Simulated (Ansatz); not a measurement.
# Geometry relaxation, with input and output: C$_{2}$H$_{7}$ClOSi (part 2 of 3)

C$_{2}$H$_{7}$ClOSi; RKS PBE-D4/6-31G* (Ansatz 0.2.0). It belongs to a series of runs on one base structure; here: end point B relaxed.

Geometry of the input (Å):
```
Si -0.3182  0.4704  -0.2641
Cl 1.4333  -1.7257  -2.2323
O  -0.5359  0.9740  -1.7230
H  0.7043  -0.6941  -2.6162
C  1.0841  1.0848  0.8271
C  -1.4526  -0.7570  0.5911
H  2.0473  0.7905  0.3731
H  1.0680  2.1867  0.8757
H  1.0334  0.6728  1.8485
H  -0.8673  -1.5017  1.1589
H  -2.0872  -1.2731  -0.1452
H  -2.1090  -0.2275  1.3064
```

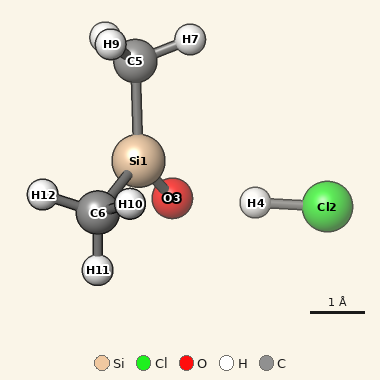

Figure 1. The geometry at step 12 of the log (ball-and-stick view, seen at a tilt; atoms are numbered from 1 in the order of the input).

**Trajectory as extended XYZ, continued**
```
12
Properties=species:S:1:pos:R:3:forces:R:3 step=3 energy=-24621.16606
Si   -0.2439    0.3663   -0.2926   -0.0613   0.0611   0.1742
Cl    1.3666   -1.6057   -2.3967   -0.1084   0.1400   0.0442
O    -0.3324    0.7027   -1.8247    0.0401  -0.0740   0.2106
H     0.5440   -0.4820   -2.3280    0.1319  -0.1451  -0.1824
C     1.0875    1.0832    0.8237   -0.0615  -0.0285  -0.0635
C    -1.4547   -0.7662    0.5898    0.0106   0.0756  -0.0968
H     2.0686    0.7725    0.4222    0.0091   0.0180   0.0105
H     1.0627    2.1874    0.8095   -0.0099  -0.0440  -0.0324
H     0.9985    0.7308    1.8654   -0.0133   0.0109  -0.0506
H    -0.9003   -1.5060    1.1931   -0.0046  -0.0110   0.0020
H    -2.0917   -1.2904   -0.1390    0.0115  -0.0083   0.0061
H    -2.1047   -0.1926    1.2772    0.0558   0.0054  -0.0218
12
Properties=species:S:1:pos:R:3:forces:R:3 step=4 energy=-24621.17932
Si   -0.2463    0.3648   -0.2749   -0.0373   0.0461  -0.0013
Cl    1.3689   -1.5999   -2.4235    0.0961  -0.1267  -0.0274
O    -0.3294    0.6962   -1.8050   -0.0035  -0.0079   0.1456
H     0.5665   -0.4962   -2.3803   -0.0419   0.0707  -0.0740
C     1.0866    1.0855    0.8297   -0.0453  -0.0238  -0.0150
C    -1.4591   -0.7676    0.5964    0.0197   0.0459  -0.0276
H     2.0693    0.7671    0.4384   -0.0062   0.0035   0.0064
H     1.0638    2.1884    0.7943   -0.0048  -0.0165  -0.0116
H     0.9895    0.7506    1.8753    0.0102   0.0175  -0.0075
H    -0.9093   -1.5133    1.1970   -0.0100  -0.0096   0.0077
H    -2.0992   -1.2859   -0.1336    0.0101   0.0089   0.0013
H    -2.1011   -0.1897    1.2863    0.0129  -0.0079   0.0034
12
Properties=species:S:1:pos:R:3:forces:R:3 step=5 energy=-24621.18676
Si   -0.2594    0.3719   -0.2373    0.0144  -0.0021  -0.2119
Cl    1.4219   -1.6344   -2.5756   -0.0714   0.1130  -0.0332
O    -0.3300    0.6892   -1.7665    0.0667  -0.1004   0.0097
H     0.6252   -0.5451   -2.4916    0.0190  -0.0389   0.0573
C     1.0753    1.0954    0.8535    0.0016   0.0200   0.0602
C    -1.4717   -0.7604    0.6234    0.0009  -0.0110   0.0564
H     2.0583    0.7578    0.4788   -0.0211  -0.0030   0.0086
H     1.0617    2.1964    0.7803    0.0129  -0.0057   0.0155
H     0.9679    0.7951    1.9082    0.0236   0.0242   0.0088
H    -0.9293   -1.5197    1.2145   -0.0087   0.0038   0.0026
H    -2.1186   -1.2646   -0.1102   -0.0046   0.0194   0.0014
H    -2.1010   -0.1818    1.3227   -0.0333  -0.0194   0.0246
12
Properties=species:S:1:pos:R:3:forces:R:3 step=6 energy=-24621.19233
Si   -0.2216    0.3095   -0.2531   -0.1627   0.1380   0.7208
Cl    1.4527   -1.5896   -2.7680    0.0457  -0.0618  -0.0259
O    -0.2605    0.5741   -1.7839    0.0139   0.0146  -0.3528
H     0.6292   -0.5421   -2.4931    0.0115   0.0164  -0.0810
C     1.0536    1.0979    0.8724    0.1198  -0.0321  -0.0717
C    -1.4758   -0.7472    0.6523   -0.0643  -0.0797  -0.1107
H     2.0517    0.7579    0.5434    0.0413   0.0302   0.0120
H     1.0380    2.1952    0.7602   -0.0111   0.0104  -0.0394
H     0.9303    0.8449    1.9379   -0.0756  -0.0434  -0.0375
H    -0.9611   -1.5298    1.2384   -0.0067  -0.0120  -0.0277
H    -2.1604   -1.2203   -0.0693    0.0197  -0.0445   0.0334
H    -2.0760   -0.1504    1.3630    0.0686   0.0640  -0.0195
12
Properties=species:S:1:pos:R:3:forces:R:3 step=7 energy=-24621.20921
Si   -0.2352    0.3134   -0.2131   -0.0304   0.0285   0.1084
Cl    1.4994   -1.5895   -2.9575   -0.1621   0.1980   0.0778
O    -0.2366    0.5266   -1.7586    0.0581  -0.0944  -0.0518
H     0.6758   -0.5756   -2.5650    0.1247  -0.1328  -0.0836
C     1.0469    1.1086    0.8946    0.1031   0.0623   0.0402
C    -1.4945   -0.7421    0.6814   -0.0751  -0.0524  -0.0179
H     2.0451    0.7375    0.5943   -0.0409   0.0326   0.0203
H     1.0519    2.2028    0.7352    0.0090  -0.0701   0.0084
H     0.8976    0.8988    1.9686   -0.0300  -0.0018  -0.0975
H    -0.9842   -1.5269    1.2700   -0.0050   0.0173  -0.0285
H    -2.1781   -1.2171   -0.0401    0.0248  -0.0003   0.0327
H    -2.0879   -0.1366    1.3903    0.0238   0.0131  -0.0087
12
Properties=species:S:1:pos:R:3:forces:R:3 step=8 energy=-24621.21388
Si   -0.2394    0.3094   -0.1950    0.0512  -0.0359  -0.2747
Cl    1.5014   -1.5769   -3.0213    0.0248  -0.0040  -0.0276
O    -0.2174    0.4870   -1.7490    0.0046  -0.0437   0.1896
H     0.7048   -0.5688   -2.6113   -0.0435   0.0241   0.0320
C     1.0457    1.1131    0.9018    0.0714   0.0939   0.0917
C    -1.5040   -0.7426    0.6948   -0.0572  -0.0092   0.0397
H     2.0445    0.7246    0.6231   -0.0858   0.0268   0.0229
H     1.0636    2.2040    0.7158    0.0085  -0.1032   0.0329
H     0.8749    0.9278    1.9778    0.0120   0.0233  -0.1065
H    -0.9949   -1.5286    1.2828   -0.0009   0.0219  -0.0167
H    -2.1894   -1.2186   -0.0237    0.0215   0.0247   0.0163
H    -2.0896   -0.1304    1.4043   -0.0065  -0.0186   0.0005
12
Properties=species:S:1:pos:R:3:forces:R:3 step=9 energy=-24621.21669
Si   -0.2310    0.2823   -0.1792    0.0487  -0.0389  -0.2290
Cl    1.5452   -1.5462   -3.1885   -0.1536   0.1957   0.0927
O    -0.1811    0.4106   -1.7369    0.0173  -0.0667   0.1712
H     0.7327   -0.5877   -2.6673    0.1103  -0.1419  -0.0497
C     1.0346    1.1185    0.9186    0.1045   0.1157   0.1192
C    -1.5172   -0.7340    0.7241   -0.0658  -0.0065   0.0266
H     2.0384    0.7124    0.6788   -0.1307   0.0565   0.0341
H     1.0648    2.2032    0.6914    0.0092  -0.1628   0.0463
H     0.8380    0.9767    1.9996    0.0205   0.0207  -0.1942
H    -1.0217   -1.5312    1.3093   -0.0051   0.0271  -0.0224
H    -2.2191   -1.1965    0.0120    0.0310   0.0232   0.0237
H    -2.0834   -0.1080    1.4381    0.0137  -0.0220  -0.0186
12
Properties=species:S:1:pos:R:3:forces:R:3 step=10 energy=-24621.22011
Si   -0.2252    0.2712   -0.1834    0.0031   0.0082  -0.0642
Cl    1.5553   -1.5247   -3.1821   -0.0484   0.0523   0.0101
O    -0.1798    0.3980   -1.7385   -0.0033  -0.0414   0.0679
H     0.7227   -0.5891   -2.6689    0.0465  -0.0300   0.0031
C     1.0352    1.1162    0.9155    0.0877   0.0696   0.0860
C    -1.5181   -0.7329    0.7261   -0.0424  -0.0092   0.0104
H     2.0400    0.7114    0.6828   -0.0984   0.0452   0.0272
H     1.0653    2.1991    0.6864    0.0018  -0.1221   0.0267
H     0.8336    0.9777    1.9946    0.0134   0.0109  -0.1517
H    -1.0257   -1.5333    1.3091   -0.0106   0.0162  -0.0141
H    -2.2254   -1.1904    0.0165    0.0277   0.0152   0.0201
H    -2.0777   -0.1032    1.4420    0.0231  -0.0149  -0.0214
12
Properties=species:S:1:pos:R:3:forces:R:3 step=11 energy=-24621.22531
Si   -0.2319    0.2354   -0.1708    0.0026  -0.0031  -0.0124
Cl    1.6447   -1.4388   -3.2769   -0.0070   0.0086  -0.0071
O    -0.1791    0.2972   -1.7278   -0.0245  -0.0180   0.0182
H     0.7743   -0.5864   -2.6923    0.0236   0.0042   0.0124
C     1.0339    1.1036    0.9043    0.0090   0.0007   0.0042
C    -1.5471   -0.7172    0.7634    0.0037   0.0041  -0.0236
H     2.0372    0.7060    0.6685   -0.0108   0.0115   0.0099
H     1.0510    2.1810    0.6647    0.0035  -0.0140   0.0021
H     0.8380    0.9750    1.9815    0.0032  -0.0008  -0.0214
H    -1.0707   -1.5280    1.3443   -0.0060   0.0020   0.0070
H    -2.2698   -1.1605    0.0615   -0.0008   0.0082   0.0139
H    -2.0802   -0.0675    1.4796    0.0035  -0.0032  -0.0033
12
Properties=species:S:1:pos:R:3:forces:R:3 step=12 energy=-24621.22996
Si   -0.2435    0.1809   -0.1596   -0.0335   0.0103   0.0164
Cl    1.7624   -1.3241   -3.3823   -0.0923   0.1231   0.0938
O    -0.1945    0.1625   -1.7178    0.0098  -0.0296   0.0125
H     0.8664   -0.5558   -2.7100    0.0734  -0.1002  -0.0660
C     1.0319    1.0809    0.8806   -0.0558  -0.0769  -0.0784
C    -1.5866   -0.6975    0.8132    0.0400   0.0262  -0.0555
H     2.0349    0.6957    0.6381    0.0730  -0.0224  -0.0119
H     1.0300    2.1526    0.6281   -0.0062   0.0790  -0.0256
H     0.8498    0.9650    1.9580   -0.0115  -0.0116   0.0970
H    -1.1336   -1.5218    1.3940   -0.0098   0.0011   0.0154
H    -2.3367   -1.1203    0.1275   -0.0023   0.0096   0.0164
H    -2.0804   -0.0183    1.5303    0.0152  -0.0085  -0.0142
12
Properties=species:S:1:pos:R:3:forces:R:3 step=13 energy=-24621.23095
Si   -0.2637    0.1433   -0.1521    0.0007  -0.0721  -0.1572
Cl    1.8944   -1.1912   -3.4362   -0.3293   0.2444   0.2598
O    -0.2185    0.0515   -1.7120    0.0285  -0.0376   0.1614
H     0.9133   -0.5467   -2.7282    0.2645  -0.1810  -0.1686
C     1.0331    1.0554    0.8534   -0.1148  -0.0813  -0.1062
C    -1.6203   -0.6807    0.8553    0.0449   0.0746  -0.0624
H     2.0330    0.6695    0.6041    0.0890  -0.0412  -0.0306
H     1.0240    2.1228    0.5856   -0.0007   0.1020  -0.0230
H     0.8626    0.9549    1.9333   -0.0091  -0.0061   0.1292
H    -1.1834   -1.5122    1.4387   -0.0047   0.0170   0.0120
H    -2.3934   -1.0909    0.1867    0.0074   0.0258   0.0255
H    -2.0809    0.0243    1.5716    0.0236  -0.0446  -0.0398
12
Properties=species:S:1:pos:R:3:forces:R:3 step=14 energy=-24621.23870
Si   -0.2669    0.1351   -0.1595   -0.0164  -0.0159   0.1337
Cl    1.9066   -1.1541   -3.3954   -0.1803   0.1275   0.1507
O    -0.2337    0.0510   -1.7139    0.0116  -0.0574  -0.1114
H     0.9068   -0.5419   -2.7000    0.1548  -0.0747  -0.1059
C     1.0351    1.0458    0.8391   -0.0736  -0.0681  -0.0688
C    -1.6205   -0.6814    0.8538    0.0404   0.0503  -0.0474
H     2.0338    0.6550    0.5868    0.0562  -0.0224  -0.0197
H     1.0290    2.1136    0.5677    0.0000   0.0621  -0.0163
H     0.8692    0.9495    1.9217   -0.0018  -0.0030   0.0788
H    -1.1849   -1.5086    1.4440   -0.0069   0.0120   0.0087
H    -2.3968   -1.0933    0.1907    0.0039   0.0147   0.0161
H    -2.0777    0.0296    1.5650    0.0120  -0.0252  -0.0186
12
Properties=species:S:1:pos:R:3:forces:R:3 step=15 energy=-24621.25151
Si   -0.2873    0.0863   -0.1694   -0.0351   0.0571   0.2162
Cl    2.0100   -1.0061   -3.3216   -0.1026   0.0870   0.0951
O    -0.2846   -0.0323   -1.7213    0.0074  -0.0640  -0.1725
H     0.9405   -0.4807   -2.6613    0.0900  -0.0542  -0.0650
C     1.0394    1.0049    0.7872   -0.0041  -0.0464  -0.0127
C    -1.6441   -0.6715    0.8813    0.0220   0.0227  -0.0272
H     2.0323    0.6041    0.5200    0.0045   0.0040  -0.0035
H     1.0340    2.0701    0.4972   -0.0041  -0.0049  -0.0046
H     0.8967    0.9299    1.8777    0.0060  -0.0031  -0.0164
H    -1.2212   -1.4916    1.4908   -0.0104   0.0119  -0.0010
H    -2.4400   -1.0821    0.2410    0.0096   0.0078   0.0131
H    -2.0754    0.0691    1.5785    0.0169  -0.0179  -0.0215
12
Properties=species:S:1:pos:R:3:forces:R:3 step=16 energy=-24621.26324
Si   -0.3214    0.0722   -0.1794    0.0914  -0.1093   0.0335
Cl    2.1056   -0.8591   -3.2298   -0.1623   0.0851   0.1084
O    -0.3347   -0.1039   -1.7301   -0.0066  -0.0106  -0.0225
H     0.9498   -0.4474   -2.6254    0.1409  -0.0394  -0.0555
C     1.0470    0.9677    0.7392   -0.0160   0.0273   0.0015
C    -1.6638   -0.6614    0.9022   -0.0278   0.0579  -0.0064
H     2.0288    0.5479    0.4569   -0.0407  -0.0060  -0.0221
H     1.0549    2.0306    0.4383    0.0117  -0.0143   0.0104
H     0.9250    0.9086    1.8340    0.0011  -0.0050  -0.0411
H    -1.2377   -1.4666    1.5291    0.0136   0.0209  -0.0158
H    -2.4670   -1.0860    0.2806    0.0042   0.0136   0.0118
H    -2.0862    0.0975    1.5844   -0.0095  -0.0203  -0.0022
12
Properties=species:S:1:pos:R:3:forces:R:3 step=17 energy=-24621.27597
Si   -0.3218    0.0048   -0.1840   -0.0698   0.1267  -0.0649
Cl    2.1857   -0.7074   -3.1372   -0.2208   0.0912   0.1219
O    -0.3729   -0.1882   -1.7348    0.0713  -0.0574   0.0461
H     0.9643   -0.4012   -2.5865    0.1764  -0.0547  -0.0547
C     1.0542    0.9307    0.6910    0.0402  -0.0552   0.0097
C    -1.6847   -0.6486    0.9226    0.0198  -0.0143   0.0124
H     2.0315    0.5158    0.3867   -0.0178   0.0109  -0.0038
H     1.0476    1.9914    0.3816   -0.0239  -0.0348  -0.0122
H     0.9586    0.8804    1.7888    0.0080  -0.0099  -0.0403
H    -1.2760   -1.4494    1.5663   -0.0249   0.0014   0.0089
H    -2.5034   -1.0661    0.3166    0.0125   0.0063   0.0067
H    -2.0827    0.1377    1.5890    0.0290  -0.0102  -0.0298
12
Properties=species:S:1:pos:R:3:forces:R:3 step=18 energy=-24621.28979
Si   -0.3510   -0.0037   -0.1992    0.0455  -0.0676   0.0388
Cl    2.2423   -0.5577   -3.0258   -0.2220   0.0618   0.1106
O    -0.4052   -0.2562   -1.7410    0.0485  -0.0066  -0.0212
H     0.9701   -0.3696   -2.5299    0.1728  -0.0269  -0.0546
C     1.0624    0.8942    0.6433    0.0028   0.0058   0.0054
C    -1.6988   -0.6395    0.9355   -0.0223   0.0380   0.0112
H     2.0255    0.4575    0.3231   -0.0459   0.0078  -0.0222
H     1.0693    1.9518    0.3232    0.0067  -0.0232   0.0088
H     0.9855    0.8557    1.7433    0.0009  -0.0048  -0.0499
H    -1.2856   -1.4214    1.5999    0.0037   0.0253  -0.0209
H    -2.5198   -1.0755    0.3458    0.0040   0.0145   0.0123
H    -2.0946    0.1645    1.5818    0.0052  -0.0242  -0.0183
12
Properties=species:S:1:pos:R:3:forces:R:3 step=19 energy=-24621.30122
Si   -0.3548   -0.0485   -0.2068   -0.0060   0.0089   0.0202
Cl    2.2829   -0.4074   -2.9084   -0.2068   0.0275   0.0690
O    -0.4199   -0.3319   -1.7446    0.0405  -0.0262   0.0041
H     0.9673   -0.3443   -2.4828    0.1797   0.0004  -0.0291
C     1.0713    0.8602    0.5990    0.0074  -0.0337   0.0083
C    -1.7130   -0.6285    0.9458   -0.0004   0.0202   0.0026
H     2.0256    0.4252    0.2522   -0.0306   0.0141  -0.0148
H     1.0675    1.9162    0.2747   -0.0050  -0.0143   0.0009
H     1.0205    0.8252    1.7001    0.0050  -0.0037  -0.0335
H    -1.3108   -1.4007    1.6280   -0.0095   0.0186  -0.0127
H    -2.5440   -1.0640    0.3698    0.0079   0.0106   0.0109
H    -2.0923    0.1983    1.5731    0.0178  -0.0226  -0.0259
12
Properties=species:S:1:pos:R:3:forces:R:3 step=20 energy=-24621.30668
Si   -0.3570   -0.0960   -0.2107   -0.0298  -0.0308   0.0137
Cl    2.3013   -0.2508   -2.8301   -0.1549   0.0399   0.0449
O    -0.4108   -0.4426   -1.7383    0.0303   0.0470   0.0663
H     0.9741   -0.2914   -2.4210    0.1466  -0.0708  -0.0643
C     1.0807    0.8215    0.5599    0.0026  -0.0294   0.0079
C    -1.7299   -0.6146    0.9549    0.0130   0.0306   0.0055
H     2.0259    0.3866    0.1891   -0.0231   0.0185  -0.0012
H     1.0667    1.8740    0.2252   -0.0021  -0.0005   0.0094
H     1.0551    0.7961    1.6621    0.0009  -0.0023  -0.0331
H    -1.3426   -1.3672    1.6674   -0.0131   0.0282  -0.0208
H    -2.5658   -1.0579    0.3922    0.0070   0.0124   0.0082
H    -2.0976    0.2422    1.5493    0.0226  -0.0425  -0.0365
12
Properties=species:S:1:pos:R:3:forces:R:3 step=21 energy=-24621.30723
Si   -0.3491   -0.1252   -0.2066   -0.0231  -0.0097  -0.0410
Cl    2.2923   -0.1129   -2.8033   -0.1250  -0.0717  -0.0055
O    -0.3942   -0.5012   -1.7280   -0.0033  -0.0598   0.0786
H     0.9764   -0.3540   -2.4198    0.1440   0.1286  -0.0112
C     1.0869    0.8023    0.5506    0.0091  -0.0303   0.0155
C    -1.7375   -0.6022    0.9567    0.0133   0.0300   0.0123
H     2.0305    0.3788    0.1648   -0.0113   0.0201  -0.0008
H     1.0587    1.8553    0.2183   -0.0052   0.0007   0.0058
H     1.0749    0.7746    1.6523   -0.0023  -0.0016  -0.0097
H    -1.3676   -1.3462    1.6872   -0.0141   0.0273  -0.0205
H    -2.5769   -1.0422    0.3975    0.0012   0.0046   0.0014
H    -2.0943    0.2728    1.5303    0.0167  -0.0382  -0.0248
```
